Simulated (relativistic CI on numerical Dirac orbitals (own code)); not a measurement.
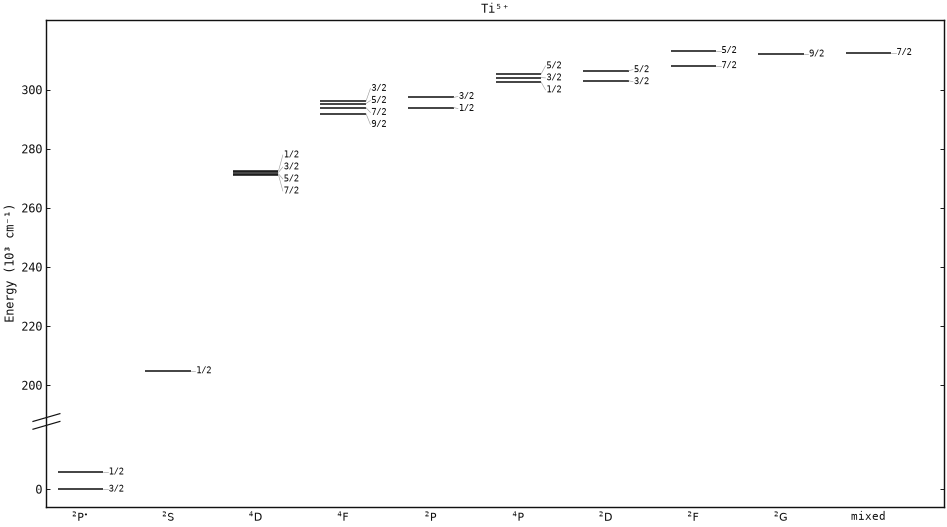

*Level diagram of Ti⁵⁺ (titanium, Z = 22).*

The lowest level is 3s² 3p⁵ ²P°₃/₂. The first excited level, 3s² 3p⁵ ²P°₁/₂, lies at 5,800 cm⁻¹. The lowest level of opposite parity, 3s 3p⁶ ²S₁/₂, is at 205,000 cm⁻¹. The levels are close to LS coupling (mean leading weight 90 % in LS and 58 % in jj).

| Configuration | Level | E (cm⁻¹) |
| --- | --- | --- |
| 3s² 3p⁵ | ²P°₃/₂ | 0 |
| 3s² 3p⁵ | ²P°₁/₂ | 5,802 |
| 3s 3p⁶ | ²S₁/₂ | 204,900 |
| 3s² 3p⁴ 3d | ⁴D₇/₂ | 271,200 |
| 3s² 3p⁴ 3d | ⁴D₅/₂ | 271,500 |
| 3s² 3p⁴ 3d | ⁴D₃/₂ | 272,000 |
| 3s² 3p⁴ 3d | ⁴D₁/₂ | 272,500 |
| 3s² 3p⁴ 3d | ⁴F₉/₂ | 291,900 |
| 3s² 3p⁴ 3d | ⁴F₇/₂ | 293,900 |
| 3s² 3p⁴ 3d | ²P₁/₂ | 294,000 |
| 3s² 3p⁴ 3d | ⁴F₅/₂ | 295,300 |
| 3s² 3p⁴ 3d | ⁴F₃/₂ | 296,200 |
| 3s² 3p⁴ 3d | ²P₃/₂ | 297,400 |
| 3s² 3p⁴ 3d | ⁴P₁/₂ | 302,600 |
| 3s² 3p⁴ 3d | ²D₃/₂ | 303,000 |
| 3s² 3p⁴ 3d | ⁴P₃/₂ | 304,100 |
| 3s² 3p⁴ 3d | ⁴P₅/₂ | 305,300 |
| 3s² 3p⁴ 3d | ²D₅/₂ | 306,500 |

**Relativistic CI calculation for Ti⁵⁺**

- system: Ti⁵⁺.
- method: Dirac-Coulomb-Breit CI, KLI orbitals optimised for each configuration, model QED (radiative potential, 1s self-energy scaled to tabulated hydrogen-like ionisation energies), valence Slater integrals scaled by 0.85 (relativistic CI on numerical Dirac orbitals, in-house)

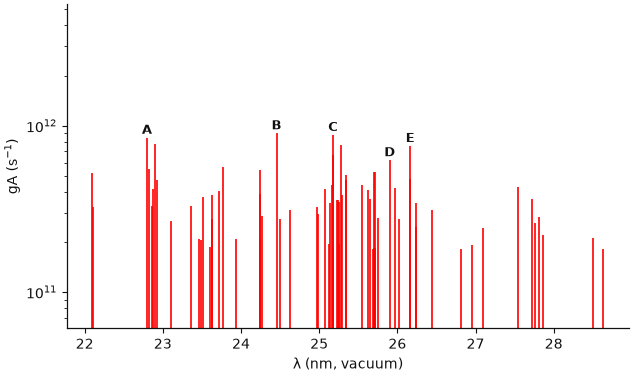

*The stronger electric dipole lines (weighted rates gA) for Ti⁵⁺.*

A: 3s² 3p⁴ 4f ²H°₁₁/₂ → 3s² 3p⁴ 3d ²G₉/₂, 22.80 nm, gA = 8.4×10¹¹ s⁻¹; B: 3s² 3p³ 3d² ²G°₉/₂ → 3s² 3p⁴ 3d ²G₉/₂, 24.46 nm, gA = 9.0×10¹¹ s⁻¹; C: 3s² 3p³ 3d² ⁴F°₉/₂ → 3s² 3p⁴ 3d ⁴F₉/₂, 25.18 nm, gA = 8.8×10¹¹ s⁻¹; D: 3s² 3p³ 3d² ⁴D°₇/₂ → 3s² 3p⁴ 3d ⁴F₉/₂, 25.90 nm, gA = 6.2×10¹¹ s⁻¹; E: 3s² 3p³ 3d² J = 7/2 (odd, mixed, level 343) → 3s² 3p⁴ 3d ²D₅/₂, 26.16 nm, gA = 7.5×10¹¹ s⁻¹. The strongest, B, lies in the extreme ultraviolet region.

Input and output of the run follow.

**The input**
```
atom Ti  Z=22  charge=5  electrons=17
nucleus A=48  rms_radius_fm=3.5921
hamiltonian dirac-coulomb  breit=on  qed=on  c_scale=1
orbitals kli  potential=per-configuration
slater_scale 0.85
correlation none
mixing on
configurations
  [Ne] 3s2 3p5
  [Ne] 3s 3p6
  [Ne] 3s2 3p4 3d
  [Ne] 3s 3p5 3d
  [Ne] 3s2 3p4 4s
  [Ne] 3s2 3p4 4p
  [Ne] 3p6 3d
  [Ne] 3s 3p4 3d2
  [Ne] 3s2 3p4 4d
  [Ne] 3s2 3p4 4f
  [Ne] 3s2 3p4 5s
  [Ne] 3s2 3p4 5p
  [Ne] 3s 3p5 4s
  [Ne] 3s2 3p4 5d
  [Ne] 3s2 3p4 5f
  [Ne] 3s2 3p4 6s
  [Ne] 3s2 3p4 5g
  [Ne] 3s 3p5 4p
  [Ne] 3s2 3p4 6p
  [Ne] 3s2 3p4 6d
  [Ne] 3s 3p5 4d
  [Ne] 3s2 3p3 3d 4p
  [Ne] 3s 3p5 4f
  [Ne] 3s 3p5 5s
  [Ne] 3s 3p5 5p
  [Ne] 3s 3p5 5d
  [Ne] 3s 3p5 5f
  [Ne] 3s 3p5 6s
  [Ne] 3s 3p5 5g
  [Ne] 3s 3p5 6p
  [Ne] 3p6 4s
  [Ne] 3s 3p5 6d
  [Ne] 3s 3p4 3d 4s
  [Ne] 3s2 3p3 3d2
  [Ne] 3s2 3p2 3d3
  [Ne] 3s 3p3 3d3
  [Ne] 3s2 3p2 3d2 4s
  [Ne] 3s2 3p2 3d2 4p
  [Ne] 3s2 3p2 3d2 4d
  [Ne] 3p5 3d2
  [Ne] 3p4 3d3
  [Ne] 3p4 3d2 4s
  [Ne] 3p4 3d2 4p
  [Ne] 3p4 3d2 4d
  [Ne] 3s2 3p3 3d 4s
  [Ne] 3s 3p3 3d2 4s
  [Ne] 3s2 3p2 3d 4s2
  [Ne] 3s2 3p2 3d 4s 4p
  [Ne] 3s2 3p2 3d 4s 4d
end
```

Launched within a batch (the task file carries these settings):
```bash
python <driver script> task.json out
```

The program writes its results to a structured record and prints no log; tables and figures of this report are taken from that record.

**Summary**

```
           quantity                                                                 value
            outcome                                                             converged
       lowest level                                                        3s² 3p⁵ ²P°₃/₂
first excited level                                            3s² 3p⁵ ²P°₁/₂, 5,802 cm⁻¹
  ionisation energy                                                            118.234 eV
    levels computed                                                                  7313
     SCF iterations                                                                   434
           hardware  1 thread of Arm Neoverse N1, 16 GiB of memory available, shared host
          wall time                                                                  11 s
```

**Notes**

To bear in mind: configurations can be misplaced by up to about 7 % of their energy; only a limited list of configurations is included, so lower levels can be missing; only lines among the lowest 400 of 7313 levels are drawn, so those from 3s 3p⁴ 3d², 3s² 3p⁴ 5d, 3s² 3p³ 3d 4s and 3s 3p⁵ 4p are incomplete.
